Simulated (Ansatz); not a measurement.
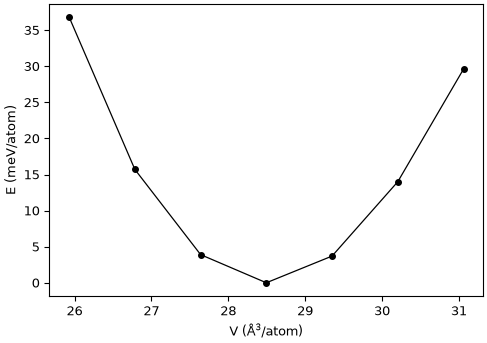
Figure. As (diamond, Fd-3m) under volume change, DFT-PBE in the program Ansatz with PAW potentials, scaled uniformly.

Question: What does a third-order Birch–Murnaghan fit give for V₀, B₀ and B′?

Answer: V₀ = 28.48 Å³/atom, B₀ = 45.3 GPa, B′ = 3.2.

The start of the workflow was typed in or built on a structure type; neither database checked (COD, Materials Project) lists it. It is not the phase usual at ambient conditions (space group No. 166). Symmetry was held in the PBE relaxation; whether a distortion lowers the energy is not shown.

Potentials: the earlier of the program's two PAW sets.
